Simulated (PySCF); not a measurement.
```xyz
19

C    -2.6114    0.5765   -0.0027
C    -1.4944   -0.0349   -0.3728
C    -1.4465   -1.4956   -0.7071
C    -0.1973    0.6860   -0.4427
C     0.9072    0.0456   -0.1055
C     2.0020   -0.5498    0.2360
C     2.5645   -0.5641    1.6265
B    -0.0708    2.1426   -0.9711
Cl    1.4147    3.0049   -0.7691
Cl   -1.3348    2.9235   -1.8400
H    -3.5452    0.0437    0.0586
H    -2.6383    1.6194    0.2588
H    -0.7894   -2.0160   -0.0116
H    -1.0460   -1.6364   -1.7100
H    -2.4379   -1.9368   -0.6552
H     2.5760   -1.0854   -0.5106
H     3.5572   -0.1163    1.6247
H     1.9253   -0.0072    2.3058
H     2.6552   -1.5904    1.9803
```

Geometry: GFN2-xTB.

All numbers below come from PBE0/pcSseg-1, SCF density, gas phase, non-relativistic (PySCF).

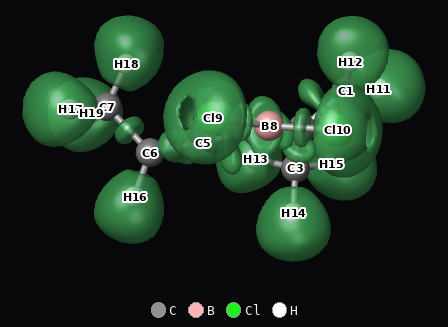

C₇H₉BCl₂ (SMILES C=C(C)C(=C=CC)B(Cl)Cl). Isosurface of the ELF at 0.85 (green), seen from one side. Only the valence region is drawn (cores and ρ < 0.01 e/Å³ removed).

**Where are the electrons localised?**

The ELF exceeds this value in one region between bonded B–C atoms (shared pairs), two regions between bonded B–Cl atoms (shared pairs), six regions between bonded C–C atoms (shared pairs), nine regions around hydrogen nuclei and two rings or bowls of non-bonding electrons around Cl. Along the contacts the grid gives the following. C–C (1.29 Å): the ELF peaks at about 0.90 between the atoms; a short, multiple covalent bond. C–B (1.55 Å): the ELF peaks at about 0.95 between the atoms; a covalent bond.
